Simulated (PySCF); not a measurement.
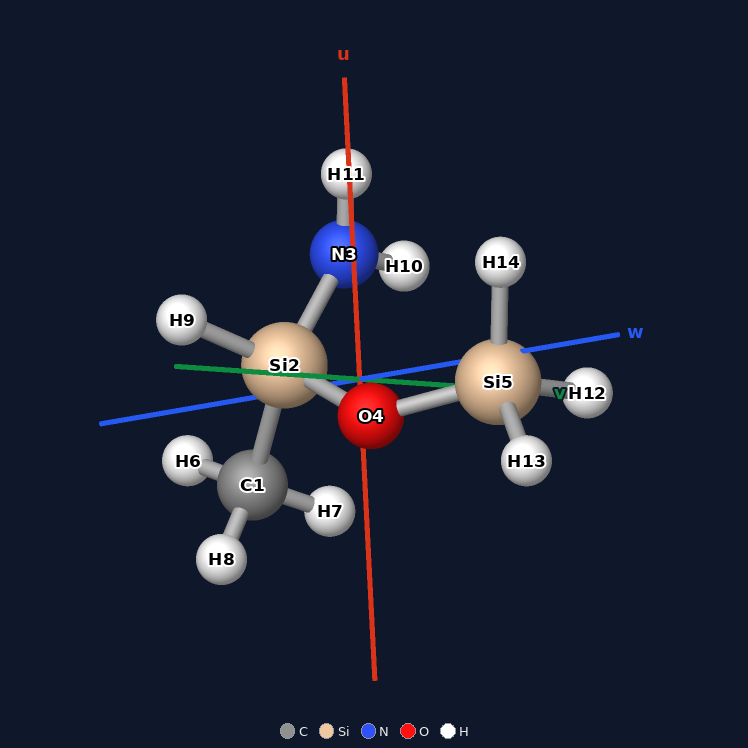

The lines u, v and w are the principal axes of the static dipole polarisability. The geometry was computed by an optimisation with PBE0-D3(BJ)/def2-SVP. No frequency run is at hand to confirm it as a minimum. Computed with LDA/def2-SVPD (PySCF 2.14.0).

Along which axis is the molecule most polarisable, and along which least?

Answer. Most along w (close to the long direction C1···Si5), least along v.

Give the three principal values.

Answer. u 79.9, v 75.0, w 91.8 bohr³; mean 82.2, anisotropy 14.9 bohr³.
